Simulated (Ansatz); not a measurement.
One crystal and one scan (scan of one atom of the cell) at two levels, PBE (plane waves to 420 eV, PAW, scalar-relativistic; Ansatz, a first-principles code) and r2SCAN (plane waves to 500 eV, PAW, scalar-relativistic; Ansatz), each from its own relaxed cell and on its own mesh. The cell shown is that of PBE.

InP (zinc blende)

```
InP
1.0
    0.00000     2.97977     2.97977
    2.97977     0.00000     2.97977
    2.97977     2.97977     0.00000
P In
1 1
Direct
  0.75000   0.75000   0.75000
  0.00000   0.00000   0.00000
```

Scan: atom 1 (P, nearest neighbour In at 2.581 Å; its periodic images, 4.2 Å or more away, move with it) is displaced along Cartesian z, direction (0.000, 0.000, 1.000) in Cartesian axes, by s. The other atoms stay.

The energy includes the smearing's −TS. InP was relaxed with its symmetry unable to fall. Percentages come from the unrounded values.

| quantity | PBE | r2SCAN | PBE − r2SCAN |
|---|---|---|---|
| Lattice constant a (Å) | 5.960 | 5.907 | +0.053 (+0.9 %) |
| Force constant k = d²E/ds² at s = 0 (finite differences) (eV/Å²) | 7.24 | 7.85 | -0.61 (-7.8 %) |
| Zone-centre optical wavenumber from k (transverse: no LO-TO term) (cm⁻¹) | 284 | 296 | -12 (-4 %) |

PBE gives the higher value for: lattice constant a. PBE gives the lower value for: force constant k = d²E/ds² at s = 0; zone-centre optical wavenumber from k. Both give the same shape of the curve: a single well with its minimum at or next to zero displacement.

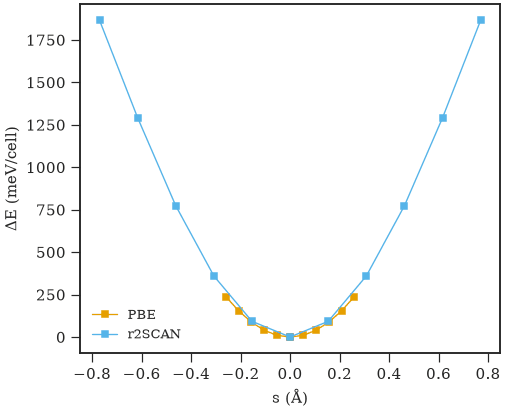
*ΔE, each from the undisplaced structure of its own level.*

(A displaced cell: forces are minus the slopes of the energy, force constants its curvatures, and phonons follow from these.)
